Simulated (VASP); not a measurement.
Band structure of ZrB2 (AlB2 type). Calculation: PBE GGA with D3 dispersion (zero damping), VASP's PBE PAW potentials (set 64) (plane waves; VASP).

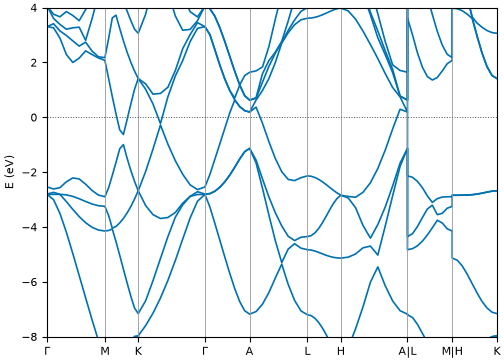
Bands along high-symmetry lines, zero at the valence-band maximum or, without a gap, the Fermi level

Task: Read the plot: is there a gap, and where are the band edges?

Result: It has no gap at this level: it comes out as a metal or semimetal. (Edges off the drawn lines would not show.)

The compound is ZrB2 in the AlB2 type structure. It was relaxed first.
